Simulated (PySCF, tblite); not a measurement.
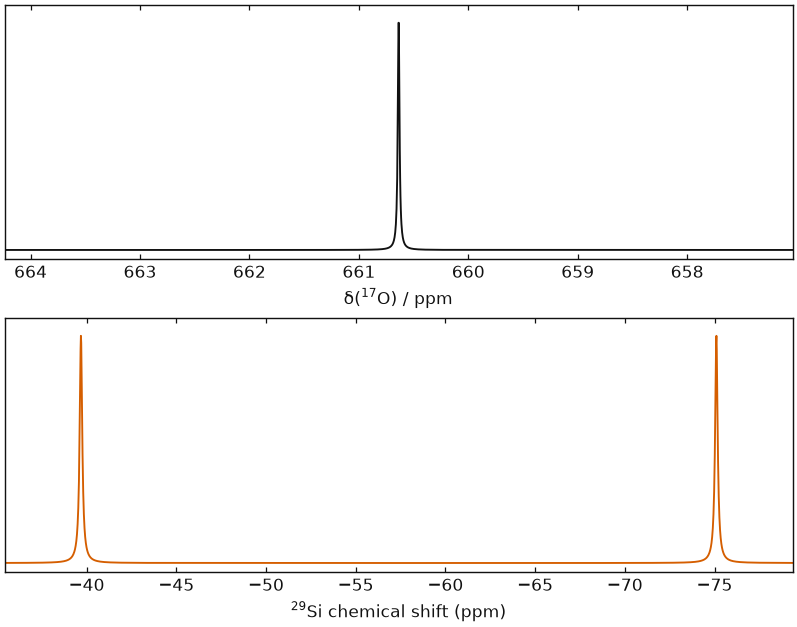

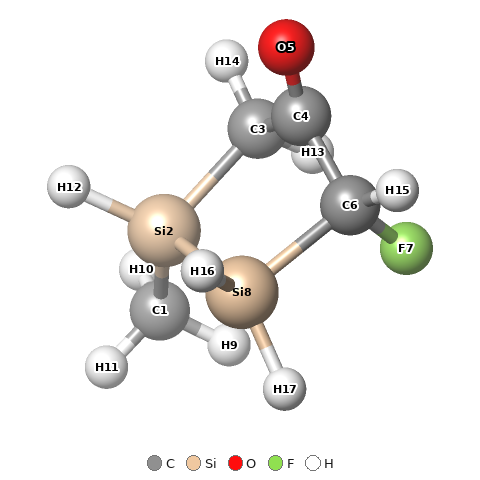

Spectrum and numbered structure of C₄H₉FOSi₂, SMILES C[Si@@H]1CC(=O)[C@H](F)[SiH2]1. GIAO shifts, PBE0/pcSseg-1, PySCF 2.14.0, at a GFN2-xTB geometry (a minimum by its frequencies), against H₂O for ¹⁷O and TMS for ²⁹Si computed at the same level (¹⁷O: a single water molecule, while the usual scale starts at liquid water and gives values some tens of ppm lower). Gas phase, fully decoupled, line heights follow the number of nuclei, widths are arbitrary (no quadrupolar broadening); values of one conformer, averaged over methyl-type rotors and exact or near symmetry; other conformers aren't averaged in.

> Where does the ¹⁷O line lie?

At 660.6 ppm (O5).

> Assign the ²⁹Si signals to the numbered atoms.

```
δ (ppm)  nuclei  atoms
  −39.7       1    Si2
  −75.1       1    Si8
```

Known limits of this run: the tight-binding geometry is rougher than a DFT one and adds to the error.
